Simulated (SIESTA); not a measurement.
**Convergence study of the SCF threshold for TiO2 (Imm2, 6 atoms in the cell)**

```xyz
6
Lattice="-1.8830 1.8830 4.7312 1.8830 -1.8830 4.7312 1.8830 1.8830 -4.7312" Properties=species:S:1:pos:R:3 pbc="T T T"
Ti     0.0000     1.8830     2.4156
Ti     0.0000     0.0000     0.0000
O      0.0000     1.8830     0.3974
O      0.0000     0.0000     7.4943
O      0.0000     0.0000     1.9682
O      0.0000     1.8830     4.3338
```

Method: LDA PW92, numerical atomic orbitals DZP, PseudoDojo LDA standard norm-conserving potentials (rewritten from UPF to PSML) run with SIESTA.

Base settings: XC.functional = LDA; XC.authors = PW92; potentials = PseudoDojo LDA standard; PAO.BasisSize = DZP; PAO.EnergyShift = 0.01 Ry; MeshCutoff = 350 Ry; kgrid.MonkhorstPack = 4 4 4; OccupationFunction = FD; ElectronicTemperature = 0.02 eV; MaxSCFIterations = 150.

In this ladder: SCF.DM.Tolerance = default; SCF.DM.Converge = false; SCF.H.Converge = false; SCF.FreeE.Converge = true.

The mesh stays at the base's, so the ladder's end is converged at best in this setting alone.

Only quantities that move along the ladder and can be compared are tabulated.

The starting cell has typed, rounded lattice constants, without a prior relaxation at this level. Its lattice was rescaled by up to half a per cent. One atom was moved a little off its site on purpose. Values carry the incompleteness of an atom-centred basis.

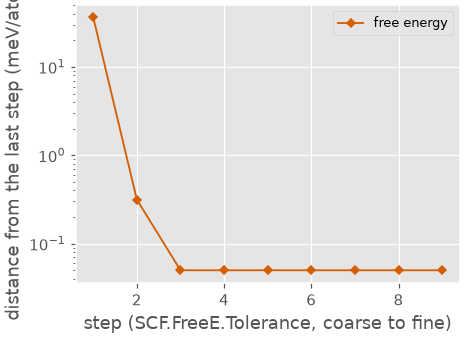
Distance from the last step along the ladder; very small values are drawn at a floor.

```tsv
SCF.FreeE.Tolerance	free energy less the last step's (meV/atom)	pressure (GPa)	largest difference of a force vector from the last step's (eV/Å)	gap on the mesh (eV)
1.0E-01 eV	36.49	-0.74	0.182	1.577
1.0E-02 eV	0.32	-2.23	0.016	1.859
1.0E-03 eV	0.00	-2.37	0.001	1.890
1.0E-04 eV	0.00	-2.37	0.000	1.888
1.0E-05 eV	0.00	-2.37	0.000	1.888
1.0E-06 eV	0.00	-2.37	0.000	1.889
1.0E-07 eV	0.00	-2.37	0.000	1.889
1.0E-08 eV	0.00	-2.37	0.000	1.889
1.0E-10 eV	0.00	-2.37	0.000	1.889
1.0E-12 eV	0.00	-2.37	0.000	1.889
```

Coarsest SCF.FreeE.Tolerance that holds the forces within 0.01 eV/Å of the last step, with all finer ones: 1.0E-03 eV; the step before is off by 0.016 eV/Å.

Coarsest SCF.FreeE.Tolerance that holds the free energy within 2 meV/atom of the last step, with all finer ones: 1.0E-02 eV; the step before is off by 36 meV/atom.

Coarsest SCF.FreeE.Tolerance that holds the gap on the mesh within 0.02 eV of the last step, with all finer ones: 1.0E-03 eV; the step before is off by 0.030 eV.
